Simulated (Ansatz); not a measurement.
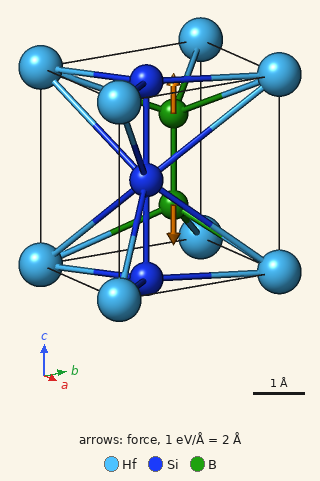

Starting geometry of crystalline HfSi₂B₂ (a generated structure, set up in P-6m2) (coarse preliminary run) with the computed forces as orange arrows. A ball-and-stick model of the cell of the calculation, seen slightly off an axis.

Level of theory: DFT PBE, scalar-relativistic, plane waves, PAW in Ansatz.

Input file:
```yaml
crystal:
  lattice:
    - [4.77442515, 0.0, 0.0]
    - [-2.38721257, 4.13477347, 0.0]
    - [0.0, 0.0, 3.92216915]
  atoms:
    - { symbol: Hf, position: [0.0, 0.0, 0.0] }
    - { symbol: Si, position: [0.66666667, 0.33333333, 0.0] }
    - { symbol: Si, position: [0.66666667, 0.33333333, 0.5] }
    - { symbol: B, position: [0.33333333, 0.66666667, 0.26879138] }
    - { symbol: B, position: [0.33333333, 0.66666667, 0.73120862] }
basis:
  ecutwfc: 420
kpoints:
  mp_grid: { grid: [6, 6, 4] }
hamiltonian:
  xc: pbe
scf:
  occupations: { method: gaussian, width: 0.1 }
  lower_state_search: "off"
output:
  forces: true
  stress: true
  eigenvalues: true
relax:
  adjacent_minimum: "off"
  f_tol: 0.04
  max_steps: 70
  cell: { stress_tol: 0.4 }
```

Launched with:
```bash
ansatz run input.yaml --threads 1 --pin off --max-ram 2560MiB --backend cpu --events-out ev --progress --plain --runs-dir out
```

What follows when this structure is relaxed?

It isn't relaxed: the largest force vector, on B atoms, is 0.41 eV/Å. Measured relative to the changing cell, the final displacements run against the starting forces (cosine between the two patterns −1.00). The largest moves relative to the cell, 0.24 Å, are those of B4 and B5. B5 goes along −c. Si and Hf stay in place. The drawn cell changes as follows: a = b 4.774 → 4.322 Å (−9.5 %), c 3.922 → 4.651 Å (+18.6 %); the volume changes by −2.8 %. Near-neighbour distances that change, for instance: B4–B5 2.108 → 2.988 Å, Si2–Si3 1.961 → 2.326 Å, Hf1–Si2 2.757 → 2.495 Å, B4–B5 (another image) 1.814 → 1.663 Å. Among the angles between lasting bonds that change: Hf1–B4–Hf1 108.0° → 96.0°, Hf1–B4–B5 110.9° → 120.9°. The space group stays P-6m2 (No. 187). After 7 accepted moves (10 points after the start) the energy has fallen by 267 meV per atom. The largest force component goes from 0.41 to 0.0063 eV/Å. The pressure goes from −0.52 to 0.02 GPa. The line search rejected the trial step at point 5 of the run. The SCF was repeated twice at an unchanged geometry on a basis and grid sized afresh for the cell, which shifted the energy by 3.0 meV per atom at most. The run took 43 s on 1 thread of Intel(R) Xeon(R) Platinum 8488C (Sapphire Rapids) (shared host), peak memory 0.41 GiB.

Limits of the set-up: the k-point mesh is coarse for a cell with partly filled bands.
